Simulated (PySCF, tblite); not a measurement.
# C7H10O: dynamics, then NMR shifts on frames

Aim: move C7H10O (`O=C1C[C@@H]2CC[C@H]1C2`) away from its starting geometry and see how NMR shifts follow the geometry.

Computed with tblite 0.8.0 and PySCF 2.14.0, with density-fitted response routines of our own, on a single molecule in the gas phase. Atoms are numbered from 0 throughout.

## Step 1: The molecule as given

18 atoms, charge 0, multiplicity 1; geometry from: GFN2-xTB.

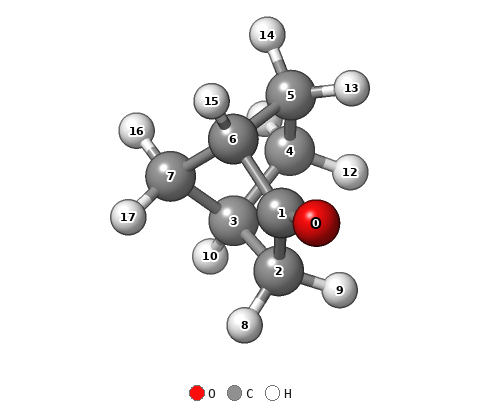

As it starts; oxygen red, carbon grey, hydrogen white, atoms numbered.

## Step 2: Dynamics with GFN2-xTB

The job: settings as JSON, then the geometry in Å.

```
{"job": {"kind": "md", "xc": "GFN2-xTB", "basis": "xTB", "temperature": 600, "steps": 2000, "every": 50, "frames": 5}, "charge": 0, "multiplicity": 1}
O     -0.879000     1.011583     2.388976
C     -0.669924     0.643642     1.265422
C     -1.436555    -0.410581     0.487300
C     -0.610449    -0.539197    -0.793243
C      0.731537    -1.185060    -0.425171
C      1.445775    -0.077400     0.374426
C      0.440442     1.092406     0.338024
C     -0.200018     0.914350    -1.037459
H     -2.444062    -0.041889     0.284628
H     -1.529591    -1.334976     1.057142
H     -1.131925    -1.036422    -1.609525
H      1.291642    -1.443863    -1.323817
H      0.594855    -2.094386     0.158618
H      1.669926    -0.377428     1.397604
H      2.379236     0.220601    -0.102618
H      0.870649     2.060068     0.582996
H      0.514558     1.024979    -1.851007
H     -1.045855     1.579891    -1.203955
```

With the program's defaults for keys left out, this is: GFN2-xTB Langevin dynamics, gas phase.

Run with:

```console
$ OMP_NUM_THREADS=1 python probes_run.py task.json out
```

One launch serves the whole session: the jobs run in the order shown.

The log of the run:

```text
t/fs     T/K      E/eV
    0.0   508.9   -657.61748
   25.0   308.9   -656.80600
   50.0   309.1   -656.92341
   75.0   360.7   -656.85604
  100.0   436.7   -656.69795
  125.0   334.1   -656.22801
  150.0   585.4   -656.60949
  175.0   571.9   -656.71007
  200.0   482.6   -656.10860
  225.0   658.1   -656.43531
  250.0   515.3   -656.23549
  275.0   702.3   -656.70734
  300.0   622.5   -656.49263
  325.0   685.5   -656.56493
  350.0   572.0   -656.36242
  375.0   491.4   -656.43807
  400.0   632.1   -656.67360
  425.0   429.0   -656.70307
  450.0   393.6   -656.73685
  475.0   542.3   -656.67658
  500.0   400.1   -656.18673
  525.0   531.7   -656.28742
  550.0   615.6   -656.41156
  575.0   528.5   -656.06764
  600.0   581.0   -656.21001
  625.0   513.6   -656.03971
  650.0   584.0   -656.01962
  675.0   588.8   -656.20067
  700.0   683.1   -656.50052
  725.0   387.0   -656.05239
  750.0   410.5   -656.53350
  775.0   523.5   -656.72909
  800.0   550.0   -656.90799
  825.0   452.8   -656.68409
  850.0   375.8   -656.42996
  875.0   456.9   -656.67615
  900.0   604.1   -656.90387
  925.0   436.6   -656.34179
  950.0   502.2   -656.51572
  975.0   563.4   -656.65824
 1000.0   587.2   -656.54652
```

Wall time 12 s (1 thread of Arm Neoverse V1, shared host).

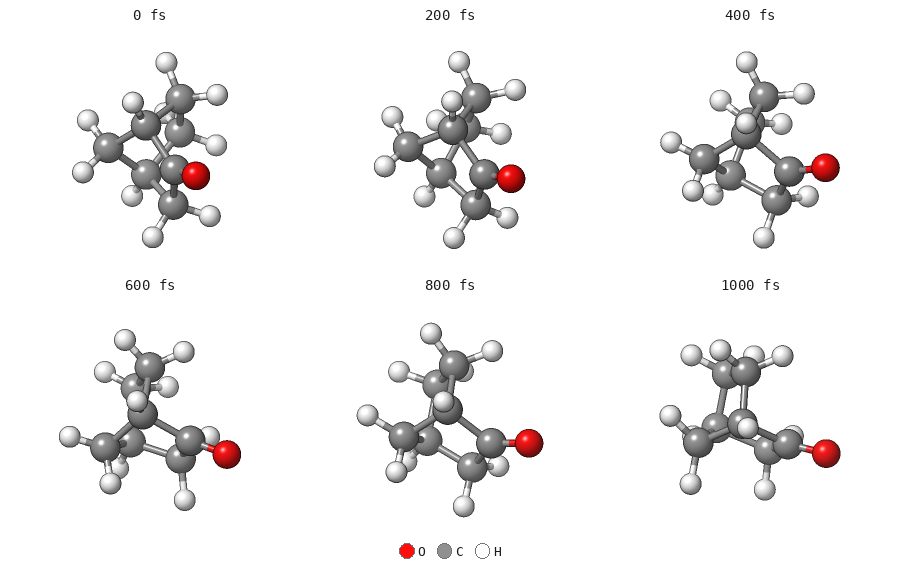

Frames of the run.

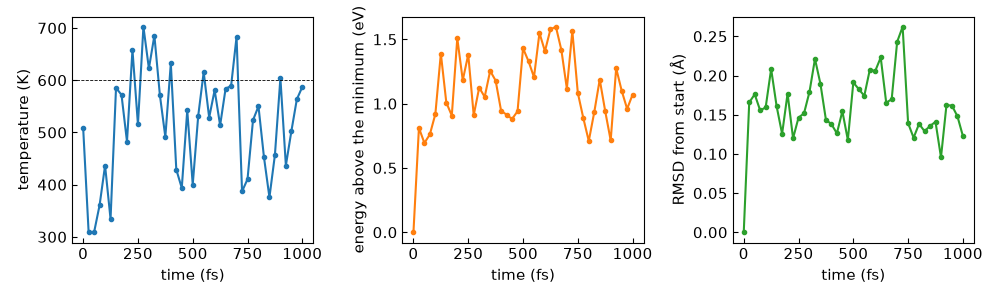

Temperature, potential energy and distance from the start.

Positions (Å) and forces (eV/Å) at 1000 fs:

```xyz
18

O    -0.397   -1.791    2.716    0.288   -0.351   -1.115
C    -0.250   -1.466    1.558   -0.745    1.527    1.049
C    -0.292   -2.189    0.272   -1.126   -1.721   -1.567
C     0.029   -1.065   -0.756    0.649   -0.712    1.436
C     1.497   -0.796   -0.486    0.840    1.967    0.633
C     1.424   -0.014    0.875    1.944    0.523   -0.187
C    -0.026    0.024    1.116   -1.580   -0.590    4.343
C    -0.651    0.200   -0.198   -0.440   -0.298   -1.132
H    -1.337   -2.559    0.042    0.670    0.399    0.586
H     0.309   -3.164    0.174   -0.406    1.595    0.259
H    -0.195   -1.286   -1.751   -0.330   -0.537   -1.500
H     1.799    0.048   -1.135    0.563   -1.220   -0.501
H     2.184   -1.655   -0.395   -0.458    0.544   -0.591
H     1.992   -0.427    1.730   -0.235   -0.081   -0.526
H     1.788    1.035    0.754    0.062   -0.628   -0.012
H    -0.277    0.721    1.964   -0.078   -0.489   -0.763
H    -0.117    1.112   -0.563   -1.403   -0.497   -0.570
H    -1.795    0.128   -0.275    1.785    0.569    0.159
```

## Step 3: Nuclear shieldings: 250 fs, PBE0/pcSseg-1

The job: settings as JSON, then the geometry in Å.

```
{"job": {"kind": "nmr", "xc": "PBE0", "basis": "pcSseg-1", "pop": false}, "charge": 0, "multiplicity": 1}
O     -0.779500     0.117500     2.578100
C     -0.749900     0.018300     1.357400
C     -1.549100    -0.953500     0.479900
C     -0.765700    -0.719600    -0.872500
C      0.640600    -1.438500    -0.621200
C      1.362700    -0.371200     0.387500
C      0.207100     0.750500     0.514600
C     -0.443300     0.797200    -0.870800
H     -2.621300    -0.636000     0.217100
H     -1.490400    -1.883200     0.967500
H     -1.307000    -0.945100    -1.882400
H      1.043800    -1.544800    -1.581500
H      0.420700    -2.341600    -0.072500
H      1.705500    -0.694500     1.349500
H      2.311100    -0.130300    -0.166300
H      0.602900     1.732800     0.901400
H      0.084700     1.040300    -1.726800
H     -1.486800     1.399600    -0.836300
```

With the program's defaults for keys left out, this is: GIAO PBE0/pcSseg-1 NMR shielding, non-relativistic, gas phase.

The log of the run:

```text
coarse grid: 14888 points
cycle   1  E = -347.2965826020  dE =  1.047e+00  |g| = 7.881e-01  |ddm| = 3.742e+00
cycle   2  E = -346.9055051535  dE =  3.911e-01  |g| = 1.625e+00  |ddm| = 2.564e+00
cycle   3  E = -347.4189589161  dE = -5.135e-01  |g| = 1.844e-01  |ddm| = 2.004e+00
cycle   4  E = -347.4262173147  dE = -7.258e-03  |g| = 7.252e-02  |ddm| = 2.251e-01
cycle   5  E = -347.4274117433  dE = -1.194e-03  |g| = 1.205e-02  |ddm| = 7.633e-02
cycle   6  E = -347.4274380140  dE = -2.627e-05  |g| = 4.824e-03  |ddm| = 1.303e-02
cycle   7  E = -347.4274430782  dE = -5.064e-06  |g| = 1.077e-03  |ddm| = 4.681e-03
final grid: 143384 points
cycle   8  E = -347.4885374577  dE = -2.331e-05  |g| = 1.374e-02  |ddm| = 4.406e-02
cycle   9  E = -347.4884170191  dE =  1.204e-04  |g| = 2.856e-02  |ddm| = 3.367e-02
cycle  10  E = -347.4885751037  dE = -1.581e-04  |g| = 1.968e-03  |ddm| = 2.363e-02
cycle  11  E = -347.4885759400  dE = -8.363e-07  |g| = 2.531e-04  |ddm| = 1.677e-03
cycle  12  E = -347.4885759542  dE = -1.420e-08  |g| = 7.819e-05  |ddm| = 3.770e-04
cycle  13  E = -347.4885759554  dE = -1.229e-09  |g| = 2.720e-05  |ddm| = 1.030e-04
cycle  14  E = -347.4885759556  dE = -1.726e-10  |g| = 5.044e-06  |ddm| = 2.424e-05
converged SCF energy = -347.4885759556

GIAO shielding tensors (ppm)
atom      isotropic    diamagn.    paramagn.     s11        s22        s33       span
  0 O     -337.092     396.623    -733.715   -930.657   -438.032    357.413   1288.070
  1 C      -38.634     248.712    -287.345   -130.201    -61.640     75.941    206.141
  2 C      132.104     252.812    -120.708    102.745    133.605    159.963     57.218
  3 C      129.979     251.387    -121.407     98.831    133.724    157.384     58.553
  4 C      150.717     248.363     -97.646    129.224    150.406    172.521     43.297
  5 C      150.809     247.144     -96.335    127.454    145.028    179.945     52.491
  6 C      132.536     246.702    -114.166    124.419    133.055    140.134     15.715
  7 C      141.381     248.661    -107.280    128.092    144.758    151.292     23.200
  8 H       27.565      28.006      -0.442     22.999     24.832     34.862     11.863
  9 H       30.508      30.891      -0.383     27.339     29.026     35.160      7.821
 10 H       27.211      30.270      -3.059     23.382     24.380     33.871     10.489
 11 H       30.309      31.394      -1.085     25.134     27.836     37.957     12.823
 12 H       30.146      30.285      -0.138     25.960     28.006     36.473     10.513
 13 H       30.441      30.478      -0.037     26.212     27.362     37.749     11.537
 14 H       28.665      28.995      -0.330     23.554     26.742     35.699     12.145
 15 H       28.001      30.005      -2.005     23.901     25.923     34.178     10.277
 16 H       30.814      33.024      -2.210     27.372     27.975     37.096      9.724
 17 H       28.021      28.701      -0.680     24.413     24.928     34.723     10.310
```

Wall time 36 s (1 thread of Arm Neoverse V1, shared host); peak memory 0.85 GiB.

Shifts follow as δ = σ(reference) − σ, with reference shieldings (ppm) from runs at the same level and on the same kind of geometry: 1H TMS 31.72, 13C TMS 186.9, 17O H2O 336.1. The references are single molecules in the gas phase, so shifts against H2O, NH3, PH3, H3PO4 or CFCl3 are not on the usual liquid scales and can be off by tens of ppm. Each atom is listed at this fixed geometry, with no averaging over motion; a spectrum would average atoms that exchange fast.

| atoms | environment | σ (ppm) | δ (ppm) |
| --- | --- | --- | --- |
| C1 | ketone carbonyl carbon | -38.6 | 225.6 |
| C3 | sp3 CH in a ring | 130.0 | 56.9 |
| C2 | sp3 CH2 α to a carbonyl | 132.1 | 54.8 |
| C6 | sp3 CH α to a carbonyl | 132.5 | 54.4 |
| C7 | sp3 CH2 in a ring | 141.4 | 45.5 |
| C4 | sp3 CH2 in a ring | 150.7 | 36.2 |
| C5 | sp3 CH2 in a ring | 150.8 | 36.1 |
| H10 | hydrogen on an sp3 CH in a ring | 27.21 | 4.51 |
| H8 | hydrogen on an sp3 CH2 α to a carbonyl | 27.56 | 4.15 |
| H15 | hydrogen on an sp3 CH α to a carbonyl | 28.00 | 3.72 |
| H17 | hydrogen on an sp3 CH2 in a ring | 28.02 | 3.70 |
| H14 | hydrogen on an sp3 CH2 in a ring | 28.66 | 3.05 |
| H12 | hydrogen on an sp3 CH2 in a ring | 30.15 | 1.57 |
| H11 | hydrogen on an sp3 CH2 in a ring | 30.31 | 1.41 |
| H13 | hydrogen on an sp3 CH2 in a ring | 30.44 | 1.28 |
| H9 | hydrogen on an sp3 CH2 α to a carbonyl | 30.51 | 1.21 |
| H16 | hydrogen on an sp3 CH2 in a ring | 30.81 | 0.90 |
| O0 | ketone oxygen | -337.1 | 673.2 |

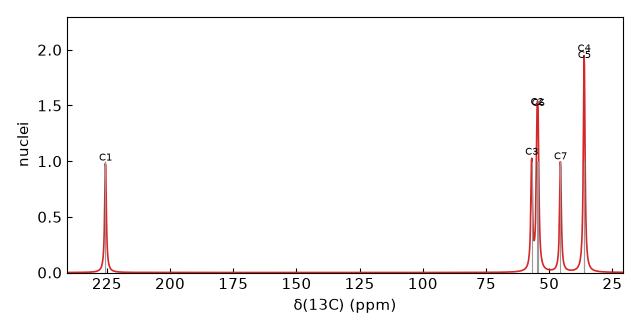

13C lines at the computed shifts, without couplings. Lines are broadened to a width of 0.76 ppm (Lorentzian).

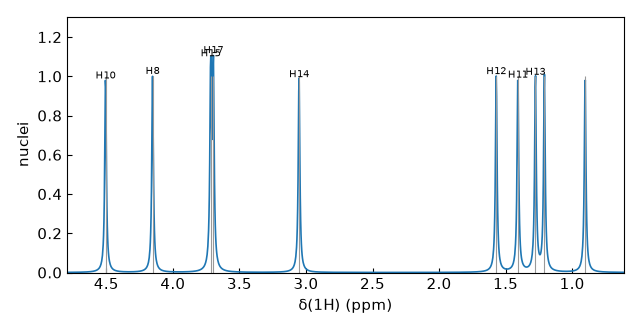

1H lines at the computed shifts, without couplings. Lines are broadened to a width of 0.01 ppm (Lorentzian).

Ring of atoms C1, C2, C3, C6, C7: NICS(0) -4.2, NICS(1) -7.0, NICS(1)zz -10.2 ppm (means of both faces; NICS(1) differs between them: -9.7 and -4.4).

The two faces differ (NICS(1)zz -14.7 and -5.7 ppm).

Ring of atoms C3, C4, C5, C6, C7: NICS(0) -8.1, NICS(1) -5.3, NICS(1)zz -6.3 ppm (means of both faces).

The fields below are evaluated on a grid from the run's orbitals.

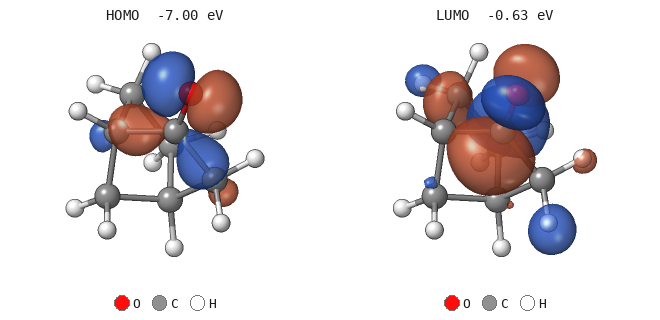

Frontier orbitals at PBE0/pcSseg-1; each surface holds 70 % of the orbital's density, blue and red mark the sign.

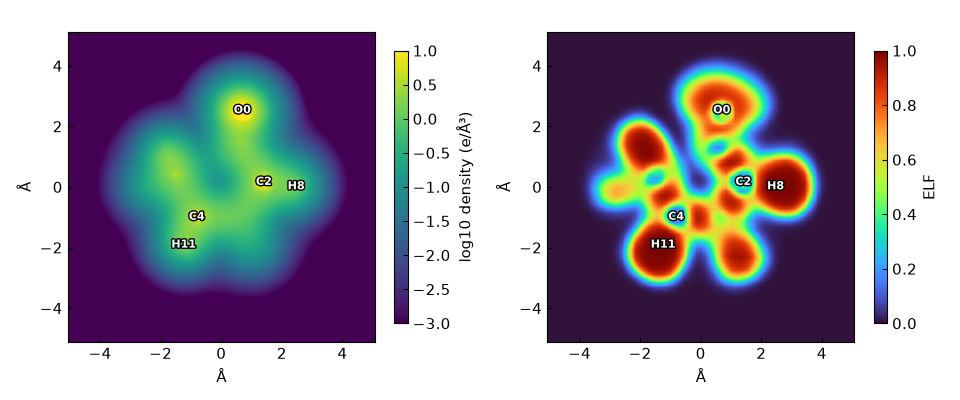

Density (left) and ELF (right) in a plane through or near 5 of the atoms.

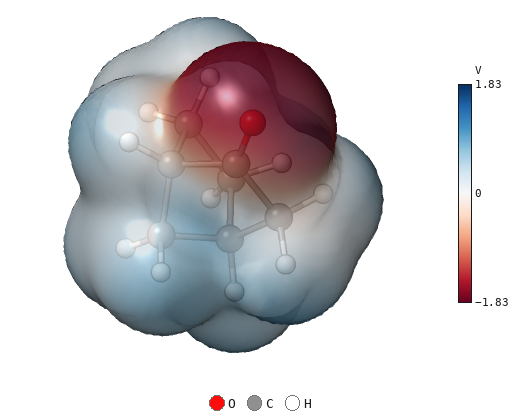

The potential that a unit positive charge feels on the 0.002 e/bohr³ surface, from the 1st to the 99th percentile, from -1.83 V near O0 to 0.96 V near H16.

## Step 4: Shielding tensors: 425 fs, PBE0/pcSseg-1

The job: settings as JSON, then the geometry in Å.

```
{"job": {"kind": "nmr", "xc": "PBE0", "basis": "pcSseg-1", "pop": false}, "charge": 0, "multiplicity": 1}
O      0.042500    -0.879300     2.785900
C     -0.098200    -0.694200     1.654800
C     -0.776700    -1.597000     0.657300
C     -0.241400    -1.013100    -0.699700
C      1.275900    -1.355100    -0.668700
C      1.862800    -0.365000     0.364000
C      0.565800     0.466700     0.873500
C     -0.254000     0.501600    -0.343900
H     -1.840300    -1.486000     0.706000
H     -0.407100    -2.646900     0.744200
H     -0.654800    -1.487100    -1.583400
H      1.691300    -1.176400    -1.661400
H      1.396900    -2.349600    -0.280200
H      2.286500    -0.834100     1.248600
H      2.664600     0.309300     0.003200
H      0.752300     1.206600     1.532900
H      0.219000     1.123100    -1.126300
H     -1.289100     0.727600    -0.332100
```

Level: GIAO PBE0/pcSseg-1 NMR shielding, non-relativistic, gas phase.

The log of the run:

```text
coarse grid: 14888 points
cycle   1  E = -347.3231578541  dE =  1.420e+00  |g| = 7.671e-01  |ddm| = 3.822e+00
cycle   2  E = -347.0916862276  dE =  2.315e-01  |g| = 1.367e+00  |ddm| = 2.195e+00
cycle   3  E = -347.4363618440  dE = -3.447e-01  |g| = 1.693e-01  |ddm| = 1.617e+00
cycle   4  E = -347.4424593533  dE = -6.098e-03  |g| = 5.748e-02  |ddm| = 2.005e-01
cycle   5  E = -347.4431832896  dE = -7.239e-04  |g| = 9.164e-03  |ddm| = 6.499e-02
cycle   6  E = -347.4431987254  dE = -1.544e-05  |g| = 3.531e-03  |ddm| = 1.147e-02
cycle   7  E = -347.4432015610  dE = -2.836e-06  |g| = 7.006e-04  |ddm| = 4.071e-03
final grid: 143384 points
cycle   8  E = -347.5037896558  dE = -4.234e-05  |g| = 1.289e-02  |ddm| = 5.161e-02
cycle   9  E = -347.5037111464  dE =  7.851e-05  |g| = 2.405e-02  |ddm| = 3.043e-02
cycle  10  E = -347.5038237139  dE = -1.126e-04  |g| = 1.871e-03  |ddm| = 2.089e-02
cycle  11  E = -347.5038244452  dE = -7.313e-07  |g| = 2.312e-04  |ddm| = 1.688e-03
cycle  12  E = -347.5038244555  dE = -1.035e-08  |g| = 7.155e-05  |ddm| = 3.091e-04
cycle  13  E = -347.5038244565  dE = -9.694e-10  |g| = 2.908e-05  |ddm| = 9.418e-05
converged SCF energy = -347.5038244565

GIAO shielding tensors (ppm)
atom      isotropic    diamagn.    paramagn.     s11        s22        s33       span
  0 O     -252.188     395.967    -648.155   -774.350   -337.279    355.065   1129.415
  1 C      -23.322     251.526    -274.848   -104.105    -40.795     74.934    179.039
  2 C      137.226     254.048    -116.822    116.415    141.061    154.203     37.788
  3 C      139.733     249.013    -109.280    120.533    137.780    160.885     40.352
  4 C      154.769     249.196     -94.428    139.229    148.186    176.892     37.663
  5 C      149.030     248.868     -99.839    124.148    148.892    174.048     49.900
  6 C      136.221     248.630    -112.409    124.491    132.699    151.474     26.982
  7 C      156.337     241.189     -84.852    142.037    158.166    168.809     26.772
  8 H       30.001      30.408      -0.406     26.083     27.136     36.785     10.703
  9 H       29.671      30.079      -0.408     25.901     28.044     35.068      9.166
 10 H       29.007      31.859      -2.852     24.746     26.358     35.917     11.171
 11 H       29.740      29.860      -0.120     24.651     27.181     37.387     12.736
 12 H       30.706      30.849      -0.143     26.859     28.033     37.227     10.368
 13 H       30.173      30.742      -0.568     26.127     27.351     37.043     10.916
 14 H       29.248      29.553      -0.305     24.558     26.842     36.344     11.786
 15 H       31.231      34.309      -3.077     27.852     29.151     36.691      8.838
 16 H       30.060      29.492       0.568     25.933     26.592     37.654     11.721
 17 H       30.541      30.565      -0.024     25.636     27.931     38.056     12.419
```

Run time: 27 s. Hardware: 1 thread of Arm Neoverse V1, shared host; peak memory 0.85 GiB.

In short: δ C1 210.2, C6 50.7, C2 49.7, C3 47.2, H10 2.71, H14 2.47 ppm.

## Step 5: Nuclear shieldings: 625 fs, PBE0/pcSseg-1

The job: settings as JSON, then the geometry in Å.

```
{"job": {"kind": "nmr", "xc": "PBE0", "basis": "pcSseg-1", "pop": false}, "charge": 0, "multiplicity": 1}
O     -0.360800    -0.858800     2.952700
C     -0.260500    -0.837600     1.757100
C     -0.618700    -1.895700     0.700900
C     -0.227500    -1.249500    -0.587900
C      1.249100    -0.888300    -0.707300
C      1.573600    -0.006100     0.563700
C      0.208400     0.475900     0.997300
C     -0.650800     0.263700    -0.234400
H     -1.720800    -1.907500     0.638800
H     -0.006400    -2.703000     1.078100
H     -0.779800    -1.863900    -1.314500
H      1.496400    -0.506400    -1.685700
H      1.858000    -1.743000    -0.711600
H      1.979900    -0.632600     1.389800
H      2.359000     0.726700     0.450000
H      0.262600     1.302800     1.569900
H     -0.430600     0.970700    -0.942700
H     -1.717400     0.278900     0.141400
```

With the program's defaults for keys left out, this is: GIAO PBE0/pcSseg-1 NMR shielding, non-relativistic, gas phase.

The log of the run:

```text
coarse grid: 14888 points
cycle   1  E = -347.2867370021  dE =  1.412e+00  |g| = 7.925e-01  |ddm| = 3.825e+00
cycle   2  E = -346.9629717174  dE =  3.238e-01  |g| = 1.537e+00  |ddm| = 2.321e+00
cycle   3  E = -347.4091592592  dE = -4.462e-01  |g| = 1.893e-01  |ddm| = 1.748e+00
cycle   4  E = -347.4168224690  dE = -7.663e-03  |g| = 6.658e-02  |ddm| = 2.277e-01
cycle   5  E = -347.4177779052  dE = -9.554e-04  |g| = 1.265e-02  |ddm| = 7.370e-02
cycle   6  E = -347.4178093400  dE = -3.143e-05  |g| = 4.661e-03  |ddm| = 1.507e-02
cycle   7  E = -347.4178142586  dE = -4.919e-06  |g| = 8.469e-04  |ddm| = 5.559e-03
final grid: 143384 points
cycle   8  E = -347.4784339923  dE = -3.545e-05  |g| = 1.364e-02  |ddm| = 4.646e-02
cycle   9  E = -347.4783307960  dE =  1.032e-04  |g| = 2.695e-02  |ddm| = 3.311e-02
cycle  10  E = -347.4784713909  dE = -1.406e-04  |g| = 2.110e-03  |ddm| = 2.288e-02
cycle  11  E = -347.4784723276  dE = -9.367e-07  |g| = 2.593e-04  |ddm| = 1.819e-03
cycle  12  E = -347.4784723415  dE = -1.385e-08  |g| = 8.095e-05  |ddm| = 3.972e-04
cycle  13  E = -347.4784723428  dE = -1.343e-09  |g| = 2.891e-05  |ddm| = 1.130e-04
cycle  14  E = -347.4784723430  dE = -1.935e-10  |g| = 4.479e-06  |ddm| = 3.109e-05
converged SCF energy = -347.4784723430

GIAO shielding tensors (ppm)
atom      isotropic    diamagn.    paramagn.     s11        s22        s33       span
  0 O     -274.130     395.865    -669.995   -784.626   -366.721    328.958   1113.584
  1 C      -40.660     253.854    -294.514   -124.086    -54.745     56.851    180.938
  2 C      140.904     255.897    -114.994    118.444    145.433    158.835     40.391
  3 C      149.099     249.263    -100.165    131.342    151.509    164.444     33.102
  4 C      162.046     241.581     -79.535    140.852    162.533    182.753     41.901
  5 C      160.214     247.752     -87.539    136.114    161.644    182.883     46.769
  6 C      140.571     249.933    -109.362    124.776    134.525    162.411     37.635
  7 C      139.225     242.420    -103.194    118.207    126.994    172.475     54.269
  8 H       28.707      29.528      -0.821     24.127     26.175     35.819     11.692
  9 H       29.456      29.256       0.200     26.577     27.497     34.294      7.717
 10 H       28.360      30.819      -2.458     22.873     26.758     35.449     12.576
 11 H       30.231      29.038       1.193     25.641     26.940     38.111     12.470
 12 H       31.133      29.381       1.752     26.542     28.126     38.731     12.189
 13 H       29.845      30.225      -0.380     25.671     27.283     36.580     10.909
 14 H       29.739      29.955      -0.216     25.031     27.236     36.951     11.920
 15 H       31.154      34.919      -3.764     27.526     29.446     36.492      8.966
 16 H       31.141      31.480      -0.339     27.512     28.305     37.605     10.093
 17 H       29.400      29.778      -0.377     24.971     26.601     36.629     11.657
```

Wall time 28 s (1 thread of Arm Neoverse V1, shared host); peak memory 0.85 GiB.

In short: δ C1 227.6, C7 47.7, C6 46.4, C2 46.0, H10 3.36, H8 3.01 ppm.

[end of part 1 of 2]
